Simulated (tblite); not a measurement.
## Geometry relaxation of C₂H₄F₃GeN

- system: C₂H₄F₃GeN
- method: GFN2-xTB geometry optimisation, gas phase (tblite 0.8.0)

It belongs to a series of runs on one base structure; here: H on Ge replaced by CH=NH.

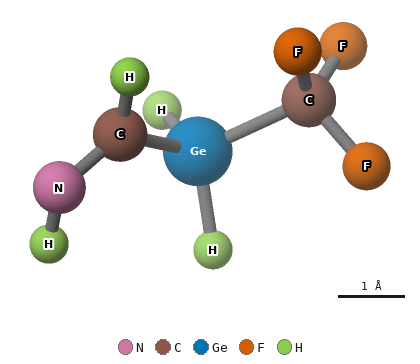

Figure 1. The starting structure (ball-and-stick view, seen at a tilt). Sticks mark near contacts. Bond lengths as drawn: C–F 1.37 to 1.40 Å, C–Ge 1.91 to 1.94 Å, C–H 1.09 Å, C–N 1.27 Å, Ge–H 1.54 to 1.55 Å and H–N 1.05 Å.

Key numbers:

```json
{"quantity": "outcome", "value": "converged"}
{"quantity": "total energy", "value": "−688.9144 eV"}
{"quantity": "hardware", "value": "1 CPU thread, shared host"}
{"quantity": "wall time", "value": "0.77 s"}
{"quantity": "peak memory", "value": "0.18 GiB"}
```

Input file:
```
{"job": {"kind": "relax", "xc": "GFN2-xTB", "basis": "xTB"}, "charge": 0, "multiplicity": 1}
N      2.525500    -0.563900    -0.112900
C      1.286000    -0.709000    -0.364100
Ge     0.000000     0.687000    -0.199600
C     -1.677100    -0.134200     0.317800
F     -2.744900     0.266000    -0.434600
F     -1.897000     0.113000     1.657600
F     -1.554300    -1.521800     0.194500
H      2.898100     0.364300     0.194200
H      0.928800    -1.688000    -0.667000
H      0.394100     1.709300     0.899200
H     -0.153700     1.480000    -1.511100
```

The first line tells a small driver script what to run in tblite; the rest is the geometry in Å.

Command:
```bash
OMP_NUM_THREADS=1 python <driver script> task.json out
```

Output:
```
step      E/eV     max force
  0    -688.53808    2.244
  1    -688.70967    1.938
  2    -688.78052    1.145
  3    -688.81738    0.504
  4    -688.83863    0.285
  5    -688.84511    0.328
  6    -688.85345    0.249
  7    -688.85773    0.270
  8    -688.86425    0.261
  9    -688.86979    0.231
 10    -688.87450    0.202
 11    -688.87763    0.136
 12    -688.87995    0.151
 13    -688.88184    0.125
 14    -688.88318    0.110
 15    -688.88400    0.070
 16    -688.88481    0.084
 17    -688.88589    0.099
 18    -688.88712    0.128
 19    -688.88830    0.100
 20    -688.88925    0.078
 21    -688.88992    0.076
 22    -688.89034    0.051
 23    -688.89062    0.043
 24    -688.89082    0.039
 25    -688.89102    0.056
 26    -688.89121    0.059
 27    -688.89141    0.049
 28    -688.89159    0.042
 29    -688.89174    0.048
 30    -688.89188    0.053
 31    -688.89204    0.050
 32    -688.89219    0.036
 33    -688.89230    0.026
 34    -688.89238    0.028
 35    -688.89246    0.035
 36    -688.89257    0.039
 37    -688.89270    0.034
 38    -688.89284    0.034
 39    -688.89295    0.027
 40    -688.89304    0.036
 41    -688.89313    0.037
 42    -688.89321    0.026
 43    -688.89327    0.023
 44    -688.89334    0.024
 45    -688.89346    0.049
 46    -688.89371    0.080
 47    -688.89414    0.103
 48    -688.89476    0.096
 49    -688.89549    0.085
 50    -688.89621    0.074
 51    -688.89707    0.097
 52    -688.89875    0.153
 53    -688.90106    0.189
 54    -688.90244    0.221
 55    -688.89535    0.598
 56    -688.90334    0.236
 57    -688.89695    0.300
 58    -688.90613    0.127
 59    -688.90675    0.086
 60    -688.90773    0.096
 61    -688.90832    0.117
 62    -688.90876    0.073
 63    -688.90904    0.043
 64    -688.90949    0.045
 65    -688.91002    0.054
 66    -688.91084    0.061
 67    -688.91142    0.078
 68    -688.91123    0.113
 69    -688.91193    0.038
 70    -688.91208    0.028
 71    -688.91231    0.025
 72    -688.91238    0.027
 73    -688.91257    0.044
 74    -688.91271    0.059
 75    -688.91293    0.053
 76    -688.91311    0.041
 77    -688.91321    0.018
 78    -688.91326    0.021
 79    -688.91329    0.016
 80    -688.91333    0.029
 81    -688.91337    0.020
 82    -688.91341    0.016
 83    -688.91345    0.018
 84    -688.91355    0.028
 85    -688.91366    0.030
 86    -688.91382    0.033
 87    -688.91400    0.038
 88    -688.91417    0.032
 89    -688.91431    0.027
 90    -688.91437    0.018
 91    -688.91440    0.011
 92    -688.91441    0.008
```

Trajectory as extended XYZ (Å, eV, eV/Å), 19 of the 93 frames kept, from step=0 to step=92:
```
11
Properties=species:S:1:pos:R:3:forces:R:3 step=0 energy=-688.53808
N     2.5255   -0.5639   -0.1129   -0.5050  -0.2950  -0.2090
C     1.2860   -0.7090   -0.3641    2.1780   0.1700   0.5130
Ge    0.0000    0.6870   -0.1996    0.3500   2.0450  -0.2990
C    -1.6771   -0.1342    0.3178   -0.9780  -0.9300   0.4930
F    -2.7449    0.2660   -0.4346    0.6600  -0.6060   1.0680
F    -1.8970    0.1130    1.6576   -0.3370  -0.3520  -1.3710
F    -1.5543   -1.5218    0.1945   -0.5360   1.4790   0.1540
H     2.8981    0.3643    0.1942   -0.7860  -0.7210  -0.3090
H     0.9288   -1.6880   -0.6670    0.2990  -0.1500  -0.0290
H     0.3941    1.7093    0.8992   -0.2140  -0.3970  -0.4190
H    -0.1537    1.4800   -1.5111   -0.1300  -0.2420   0.4090
11
Properties=species:S:1:pos:R:3:forces:R:3 step=5 energy=-688.84511
N     2.5652   -0.6061   -0.1161    0.1370   0.0620   0.0720
C     1.3424   -0.7020   -0.3523    0.0390  -0.0750  -0.0630
Ge    0.0225    0.7594   -0.2140    0.1120  -0.1350  -0.0350
C    -1.6720   -0.1405    0.3223   -0.2980  -0.0870   0.1050
F    -2.7505    0.2351   -0.3820   -0.0300   0.0370   0.0270
F    -1.9444    0.0955    1.6192   -0.0650   0.0200  -0.0150
F    -1.5917   -1.4810    0.1989    0.0410   0.0550  -0.0430
H     2.8585    0.3297    0.1784    0.1440  -0.1550  -0.0210
H     0.9664   -1.6772   -0.6613    0.0940  -0.0030  -0.0010
H     0.3817    1.7062    0.8845   -0.0320   0.1640   0.0430
H    -0.1726    1.4836   -1.5036   -0.1420   0.1170  -0.0690
11
Properties=species:S:1:pos:R:3:forces:R:3 step=10 energy=-688.87450
N     2.6048   -0.6284   -0.1063   -0.0520  -0.0070  -0.0530
C     1.3875   -0.7163   -0.3632   -0.0500   0.0630   0.0520
Ge    0.0268    0.7537   -0.2207   -0.0710  -0.0220   0.0320
C    -1.7081   -0.1369    0.3347    0.1460   0.1230  -0.0660
F    -2.7842    0.2427   -0.3707    0.0380  -0.0170   0.0040
F    -1.9896    0.0935    1.6282   -0.0060  -0.0520  -0.0230
F    -1.5990   -1.4735    0.1893   -0.0890   0.0200   0.0320
H     2.9220    0.2973    0.1808    0.1070  -0.0390   0.0330
H     1.0076   -1.6921   -0.6668    0.0670   0.0540  -0.0030
H     0.3636    1.7488    0.8737   -0.0440  -0.0580  -0.1280
H    -0.2260    1.5139   -1.5050   -0.0450  -0.0650   0.1210
11
Properties=species:S:1:pos:R:3:forces:R:3 step=15 energy=-688.88400
N     2.6127   -0.6320   -0.1119    0.0410  -0.0210  -0.0030
C     1.3936   -0.7083   -0.3570    0.0580   0.0020  -0.0030
Ge    0.0196    0.7442   -0.2178   -0.0070   0.0400   0.0130
C    -1.7096   -0.1287    0.3344   -0.0090  -0.0580   0.0140
F    -2.7839    0.2509   -0.3724    0.0310   0.0570  -0.0260
F    -2.0001    0.0886    1.6275    0.0090   0.0330   0.0190
F    -1.6146   -1.4663    0.1893   -0.0240  -0.0570  -0.0150
H     2.9672    0.2750    0.1884   -0.0050   0.0110   0.0110
H     1.0301   -1.6857   -0.6709   -0.0520   0.0270  -0.0160
H     0.3480    1.7556    0.8475   -0.0060   0.0180   0.0240
H    -0.2575    1.5092   -1.4832   -0.0350  -0.0520  -0.0190
11
Properties=species:S:1:pos:R:3:forces:R:3 step=20 energy=-688.88925
N     2.6339   -0.6394   -0.1169   -0.0320   0.0350   0.0250
C     1.4129   -0.6977   -0.3545   -0.0430  -0.0090  -0.0320
Ge    0.0194    0.7423   -0.2082    0.0580  -0.0230   0.0020
C    -1.7073   -0.1409    0.3379    0.0210   0.0340   0.0020
F    -2.7622    0.2771   -0.3810    0.0270  -0.0200   0.0100
F    -2.0032    0.0927    1.6282   -0.0080  -0.0610  -0.0190
F    -1.6450   -1.4798    0.1871   -0.0380   0.0610   0.0300
H     2.9957    0.2601    0.1980    0.0200  -0.0020  -0.0040
H     1.0259   -1.6619   -0.6803    0.0170  -0.0220  -0.0240
H     0.3328    1.7706    0.8429   -0.0180   0.0390   0.0440
H    -0.2972    1.4795   -1.4792   -0.0050  -0.0320  -0.0350
11
Properties=species:S:1:pos:R:3:forces:R:3 step=26 energy=-688.89121
N     2.6345   -0.6395   -0.1157    0.0140  -0.0080  -0.0110
C     1.4143   -0.6946   -0.3582    0.0140  -0.0120   0.0040
Ge    0.0260    0.7443   -0.2032   -0.0530  -0.0140   0.0220
C    -1.7035   -0.1400    0.3419    0.0230   0.0190  -0.0020
F    -2.7495    0.2888   -0.3848    0.0060   0.0070   0.0290
F    -2.0062    0.0851    1.6315   -0.0150   0.0030  -0.0050
F    -1.6581   -1.4778    0.1888    0.0140   0.0040  -0.0120
H     3.0045    0.2555    0.2012   -0.0120   0.0090   0.0140
H     1.0308   -1.6583   -0.6913   -0.0020   0.0010  -0.0160
H     0.3217    1.7825    0.8487   -0.0060   0.0030  -0.0130
H    -0.3091    1.4567   -1.4848    0.0150  -0.0130  -0.0090
11
Properties=species:S:1:pos:R:3:forces:R:3 step=31 energy=-688.89204
N     2.6369   -0.6395   -0.1189   -0.0010   0.0080  -0.0020
C     1.4161   -0.6959   -0.3582    0.0040   0.0020  -0.0020
Ge    0.0230    0.7413   -0.1969    0.0450   0.0150  -0.0150
C    -1.7018   -0.1366    0.3474   -0.0240  -0.0060   0.0030
F    -2.7443    0.2993   -0.3791   -0.0290   0.0020  -0.0060
F    -2.0123    0.0814    1.6356    0.0070  -0.0070   0.0200
F    -1.6559   -1.4732    0.1844   -0.0080  -0.0090  -0.0020
H     3.0023    0.2540    0.2077    0.0000   0.0030   0.0160
H     1.0361   -1.6566   -0.7042   -0.0110   0.0060  -0.0070
H     0.3122    1.7904    0.8463    0.0040   0.0010  -0.0200
H    -0.3069    1.4381   -1.4900    0.0120  -0.0150   0.0160
11
Properties=species:S:1:pos:R:3:forces:R:3 step=36 energy=-688.89257
N     2.6407   -0.6383   -0.1208   -0.0020   0.0050   0.0130
C     1.4200   -0.6955   -0.3595   -0.0110   0.0070  -0.0010
Ge    0.0266    0.7395   -0.1937   -0.0270  -0.0270   0.0090
C    -1.7050   -0.1346    0.3509    0.0020  -0.0100  -0.0010
F    -2.7476    0.3062   -0.3738    0.0060  -0.0070   0.0220
F    -2.0142    0.0758    1.6413    0.0120  -0.0030  -0.0190
F    -1.6598   -1.4712    0.1805   -0.0150   0.0110  -0.0020
H     3.0024    0.2525    0.2179    0.0010  -0.0090   0.0030
H     1.0377   -1.6518   -0.7158    0.0130   0.0070  -0.0050
H     0.3080    1.7987    0.8382    0.0180   0.0170   0.0050
H    -0.3034    1.4214   -1.4911    0.0030   0.0100  -0.0240
11
Properties=species:S:1:pos:R:3:forces:R:3 step=41 energy=-688.89313
N     2.6412   -0.6363   -0.1180   -0.0060  -0.0040   0.0040
C     1.4210   -0.6922   -0.3604    0.0040  -0.0040   0.0070
Ge    0.0233    0.7360   -0.1902    0.0090   0.0290  -0.0220
C    -1.7093   -0.1359    0.3536    0.0080   0.0040  -0.0010
F    -2.7546    0.3116   -0.3613   -0.0050   0.0140   0.0020
F    -2.0094    0.0680    1.6463    0.0030   0.0000   0.0180
F    -1.6700   -1.4704    0.1746    0.0010  -0.0190  -0.0050
H     3.0017    0.2499    0.2324    0.0010   0.0080   0.0130
H     1.0440   -1.6448   -0.7313    0.0010  -0.0070  -0.0060
H     0.3122    1.8111    0.8275   -0.0060  -0.0210  -0.0110
H    -0.2948    1.4056   -1.4991   -0.0090   0.0010  -0.0010
11
Properties=species:S:1:pos:R:3:forces:R:3 step=46 energy=-688.89371
N     2.6410   -0.6350   -0.1084    0.0080   0.0120   0.0240
C     1.4227   -0.6906   -0.3605   -0.0030   0.0060  -0.0320
Ge    0.0221    0.7380   -0.1990   -0.0070  -0.0790   0.0080
C    -1.7099   -0.1366    0.3572   -0.0110  -0.0060   0.0060
F    -2.7600    0.3240   -0.3442    0.0230  -0.0070   0.0170
F    -1.9988    0.0580    1.6553    0.0300  -0.0060  -0.0350
F    -1.6804   -1.4713    0.1670    0.0080   0.0580  -0.0020
H     2.9997    0.2483    0.2537   -0.0230  -0.0180   0.0020
H     1.0519   -1.6398   -0.7479    0.0020   0.0100   0.0160
H     0.3129    1.8134    0.8133   -0.0050   0.0160   0.0120
H    -0.2958    1.3944   -1.5125   -0.0230   0.0140  -0.0150
11
Properties=species:S:1:pos:R:3:forces:R:3 step=51 energy=-688.89707
N     2.6370   -0.6299   -0.0409   -0.0450  -0.0130  -0.0130
C     1.4388   -0.6776   -0.3800    0.0260  -0.0350   0.0010
Ge    0.0107    0.7185   -0.2501    0.0240   0.0890   0.0120
C    -1.7074   -0.1329    0.3767    0.0140   0.0080  -0.0420
F    -2.7775    0.3990   -0.2383   -0.0120  -0.0060   0.0230
F    -1.9137   -0.0024    1.6969    0.0380   0.0410  -0.0140
F    -1.7332   -1.4531    0.1179   -0.0030  -0.0410  -0.0400
H     2.9659    0.2355    0.3857   -0.0380   0.0070   0.0070
H     1.0992   -1.6074   -0.8346    0.0340  -0.0410   0.0000
H     0.3066    1.8242    0.7309   -0.0090   0.0260  -0.0170
H    -0.3210    1.3289   -1.5901   -0.0310  -0.0340   0.0850
11
Properties=species:S:1:pos:R:3:forces:R:3 step=56 energy=-688.90334
N     2.5909   -0.6290    0.1215   -0.1100  -0.0110  -0.1090
C     1.4731   -0.6590   -0.4324    0.0960  -0.0390   0.2120
Ge    0.0006    0.7021   -0.3632   -0.0100  -0.1450   0.0130
C    -1.6769   -0.1189    0.3923   -0.0780   0.0020   0.0780
F    -2.7874    0.5521    0.0354    0.1050  -0.0210  -0.0320
F    -1.6629   -0.1228    1.7415    0.0250  -0.1220  -0.1610
F    -1.8544   -1.3914   -0.0142    0.0190   0.0870   0.1180
H     2.8119    0.1952    0.6795   -0.0380   0.0090  -0.0060
H     1.2503   -1.5532   -1.0129   -0.0130   0.0350  -0.0340
H     0.2802    1.8598    0.5476    0.0320   0.1170   0.0140
H    -0.4200    1.1677   -1.7212   -0.0290   0.0880  -0.0910
11
Properties=species:S:1:pos:R:3:forces:R:3 step=61 energy=-688.90832
N     2.5925   -0.6275    0.1135   -0.1070  -0.0060  -0.0460
C     1.4644   -0.6673   -0.4167    0.0860   0.0140   0.0460
Ge   -0.0012    0.7006   -0.3608    0.0160  -0.0150   0.0230
C    -1.6792   -0.1212    0.3893   -0.0270  -0.0130   0.0390
F    -2.7885    0.5410    0.0155    0.0740  -0.0240   0.0220
F    -1.6671   -0.1251    1.7356   -0.0140  -0.0160  -0.0550
F    -1.8465   -1.3988    0.0014    0.0030   0.0160   0.0020
H     2.8143    0.2028    0.6627   -0.0200  -0.0040  -0.0010
H     1.2361   -1.5565   -1.0020   -0.0060  -0.0140   0.0060
H     0.2924    1.8602    0.5551   -0.0020   0.0370  -0.0290
H    -0.4117    1.1947   -1.7194   -0.0030   0.0250  -0.0070
11
Properties=species:S:1:pos:R:3:forces:R:3 step=66 energy=-688.91084
N     2.5557   -0.6299    0.1797   -0.0300  -0.0220  -0.0080
C     1.4698   -0.6672   -0.4298    0.0130   0.0180   0.0130
Ge   -0.0025    0.6964   -0.4083   -0.0260  -0.0060  -0.0290
C    -1.6558   -0.1206    0.3961    0.0090  -0.0050   0.0000
F    -2.7638    0.5878    0.1226    0.0140   0.0120   0.0020
F    -1.5624   -0.1866    1.7369   -0.0270  -0.0530  -0.0120
F    -1.8843   -1.3717   -0.0438    0.0170   0.0120   0.0370
H     2.7220    0.1882    0.7656    0.0140   0.0000  -0.0020
H     1.2905   -1.5434   -1.0519   -0.0130   0.0330   0.0180
H     0.2880    1.8843    0.4721    0.0150   0.0130  -0.0070
H    -0.4518    1.1652   -1.7651    0.0140  -0.0030  -0.0110
11
Properties=species:S:1:pos:R:3:forces:R:3 step=72 energy=-688.91238
N     2.5455   -0.6338    0.2015   -0.0130   0.0040  -0.0040
C     1.4740   -0.6562   -0.4337    0.0120  -0.0030   0.0220
Ge   -0.0062    0.6955   -0.4224    0.0020   0.0070   0.0060
C    -1.6475   -0.1238    0.4068   -0.0140   0.0100   0.0070
F    -2.7436    0.6159    0.1631    0.0070  -0.0240   0.0100
F    -1.5428   -0.2281    1.7435    0.0090   0.0030  -0.0170
F    -1.9052   -1.3602   -0.0556    0.0090   0.0180  -0.0150
H     2.7017    0.1729    0.8064    0.0020  -0.0140  -0.0100
H     1.3083   -1.5197   -1.0764   -0.0070   0.0090   0.0080
H     0.2826    1.9064    0.4275    0.0010   0.0000   0.0030
H    -0.4614    1.1337   -1.7867   -0.0090  -0.0110  -0.0100
11
Properties=species:S:1:pos:R:3:forces:R:3 step=77 energy=-688.91321
N     2.5184   -0.6396    0.2466   -0.0100  -0.0090  -0.0090
C     1.4757   -0.6483   -0.4347    0.0030   0.0150  -0.0010
Ge   -0.0094    0.6985   -0.4521   -0.0020  -0.0010  -0.0070
C    -1.6319   -0.1179    0.4135    0.0050   0.0010  -0.0020
F    -2.7264    0.6435    0.2493   -0.0070   0.0090   0.0040
F    -1.4730   -0.2836    1.7385    0.0040  -0.0070  -0.0040
F    -1.9260   -1.3279   -0.0948    0.0050  -0.0100  -0.0010
H     2.6443    0.1513    0.8779    0.0110   0.0040   0.0090
H     1.3419   -1.4924   -1.1087   -0.0100  -0.0120   0.0080
H     0.2796    1.9325    0.3625   -0.0040   0.0110   0.0100
H    -0.4878    1.0866   -1.8240    0.0030  -0.0010  -0.0070
11
Properties=species:S:1:pos:R:3:forces:R:3 step=82 energy=-688.91341
N     2.5146   -0.6397    0.2479    0.0060  -0.0050   0.0010
C     1.4726   -0.6472   -0.4343   -0.0090  -0.0050   0.0040
Ge   -0.0097    0.7019   -0.4555    0.0020   0.0060   0.0060
C    -1.6305   -0.1182    0.4101    0.0090  -0.0040   0.0050
F    -2.7276    0.6405    0.2500   -0.0010  -0.0060  -0.0030
F    -1.4668   -0.2835    1.7346    0.0050   0.0000   0.0070
F    -1.9215   -1.3305   -0.0951   -0.0030   0.0050  -0.0110
H     2.6452    0.1536    0.8756    0.0040   0.0010  -0.0030
H     1.3345   -1.4970   -1.1007   -0.0050   0.0000   0.0030
H     0.2815    1.9303    0.3687   -0.0120   0.0040  -0.0090
H    -0.4868    1.0924   -1.8274    0.0050   0.0050   0.0000
11
Properties=species:S:1:pos:R:3:forces:R:3 step=87 energy=-688.91400
N     2.5030   -0.6483    0.2583    0.0140  -0.0080   0.0250
C     1.4614   -0.6447   -0.4240   -0.0120  -0.0040   0.0010
Ge   -0.0093    0.7171   -0.4608   -0.0030  -0.0130  -0.0240
C    -1.6201   -0.1186    0.4069    0.0160  -0.0050  -0.0090
F    -2.7233    0.6358    0.2784   -0.0150   0.0070  -0.0050
F    -1.4368   -0.3124    1.7245    0.0050   0.0030   0.0380
F    -1.9108   -1.3222   -0.1196   -0.0050   0.0000  -0.0200
H     2.6462    0.1454    0.8825    0.0080   0.0120  -0.0130
H     1.3104   -1.5004   -1.0803   -0.0080   0.0080  -0.0110
H     0.2686    1.9583    0.3464   -0.0020   0.0060   0.0120
H    -0.4839    1.0927   -1.8382    0.0030  -0.0050   0.0060
11
Properties=species:S:1:pos:R:3:forces:R:3 step=92 energy=-688.91441
N     2.5181   -0.6515    0.2352   -0.0030  -0.0030   0.0020
C     1.4556   -0.6479   -0.4143    0.0000   0.0010   0.0010
Ge   -0.0068    0.7227   -0.4431    0.0010   0.0000   0.0030
C    -1.6255   -0.1203    0.4017    0.0010  -0.0010   0.0020
F    -2.7360    0.6176    0.2385    0.0000   0.0010   0.0000
F    -1.4679   -0.2913    1.7268   -0.0030  -0.0040  -0.0010
F    -1.8904   -1.3348   -0.1139    0.0000   0.0030  -0.0040
H     2.6919    0.1532    0.8368    0.0020   0.0080  -0.0020
H     1.2739   -1.5125   -1.0513   -0.0010  -0.0020   0.0000
H     0.2583    1.9576    0.3798    0.0060  -0.0020  -0.0030
H    -0.4658    1.1098   -1.8221   -0.0030  -0.0010   0.0030
```

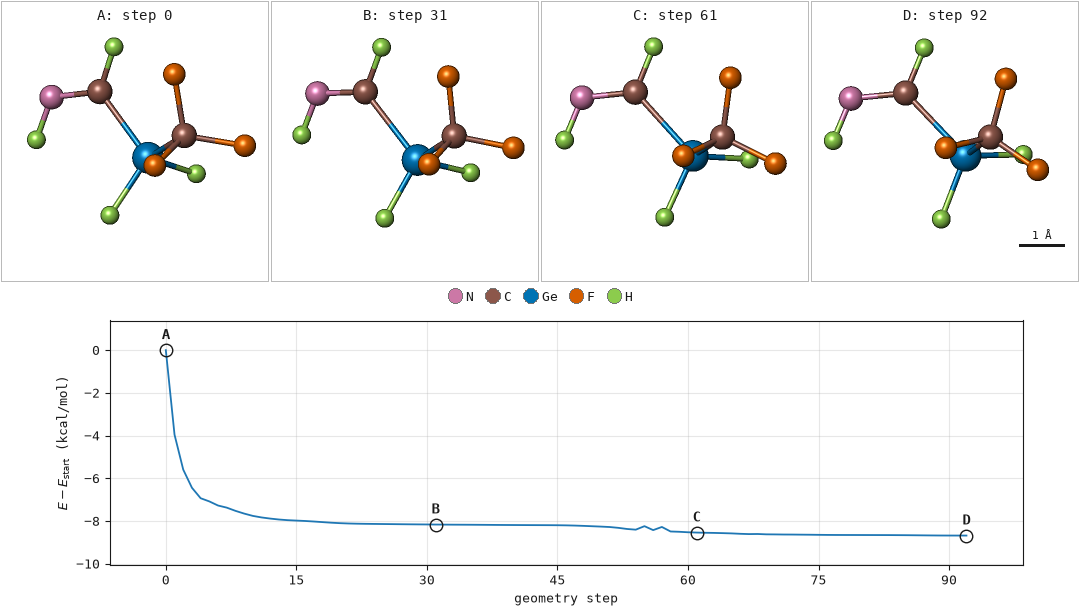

Figure 2. Frames of the relaxation (ball-and-stick view, seen at a tilt) above the curves, on which the letters mark them (steps are counted from 0).

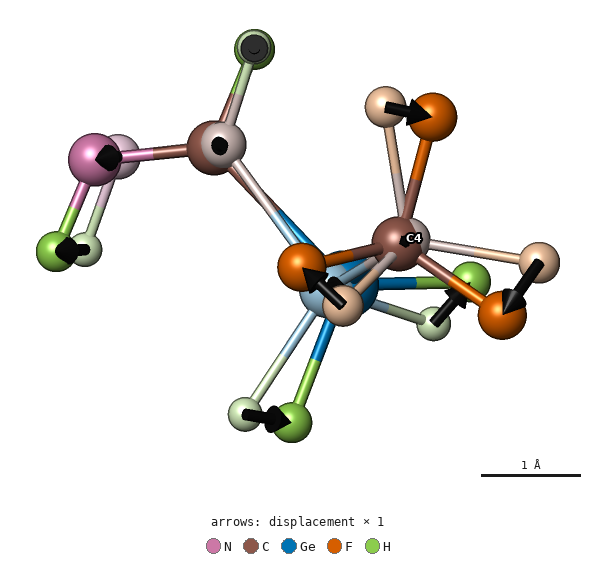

Figure 3. Start (faint) and end (solid) with the displacements as black arrows, at true length (ball-and-stick view, seen at a tilt). The two geometries are laid on each other by the best rigid fit. After 92 geometry steps the energy has fallen by 8.68 kcal/mol. The largest force component goes from 2.2 to 0.008 eV/Å. The atom that moves furthest after the best rigid fit is F5 (0.75 Å). Largest moves by element: F 0.75 Å, H 0.72 Å, N 0.37 Å, Ge 0.25 Å, C 0.19 Å. Among the contacts that change: C2–Ge3 1.905 → 2.004 Å, Ge3–C4 1.938 → 2.011 Å, C4–F7 1.398 → 1.346 Å, Ge3–H10 1.552 → 1.507 Å. Among the angles that change: C4–Ge3–H11 111.0° → 104.3°, N1–C2–Ge3 123.8° → 129.2°, F5–C4–F6 111.0° → 106.6°. (Atoms are counted from 1 in the order of the input.)
